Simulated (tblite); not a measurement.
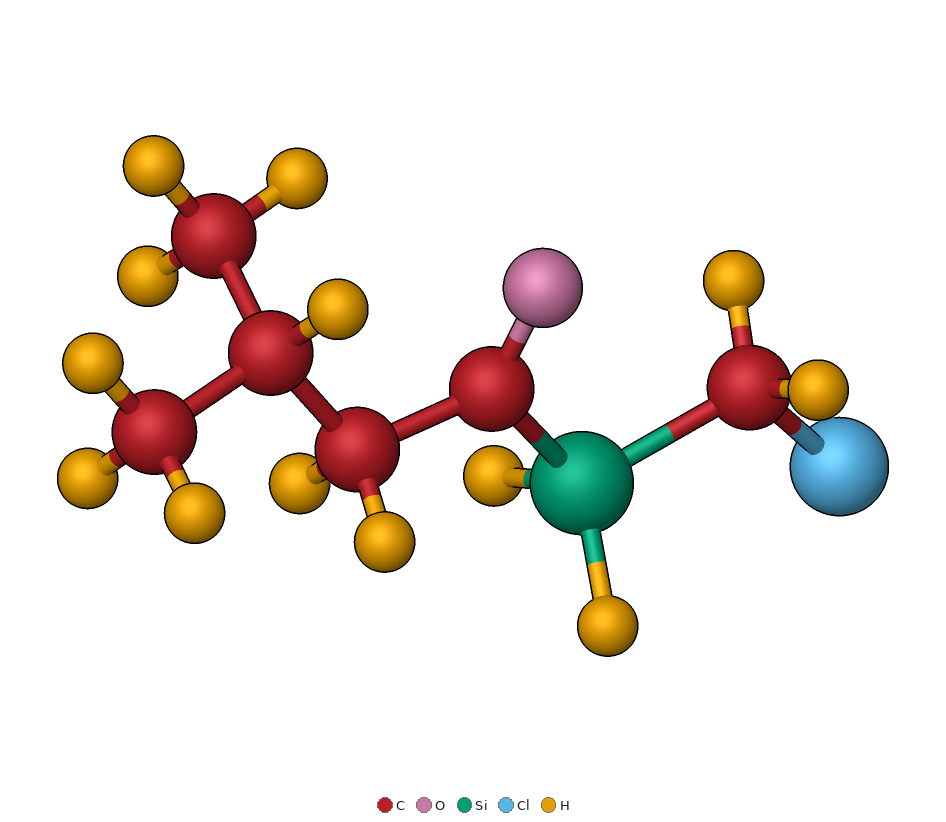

Figure made from data computed with tblite.

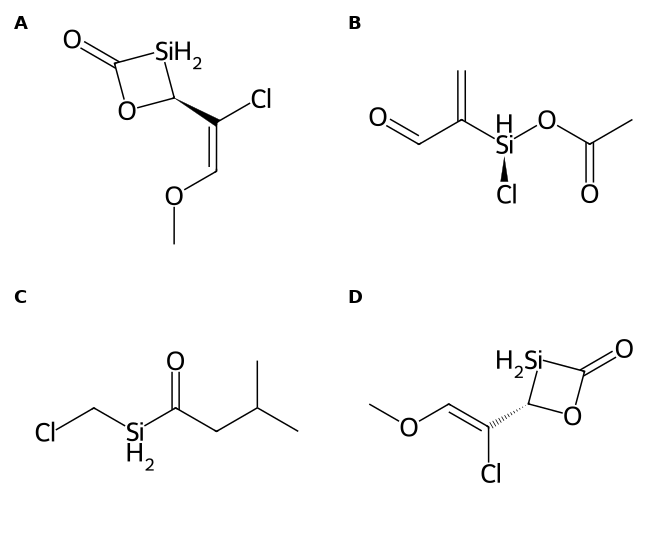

The first picture shows one of the molecules drawn in the second. Which?

Answer. C, `CC(C)CC(=O)[SiH2]CCl`.
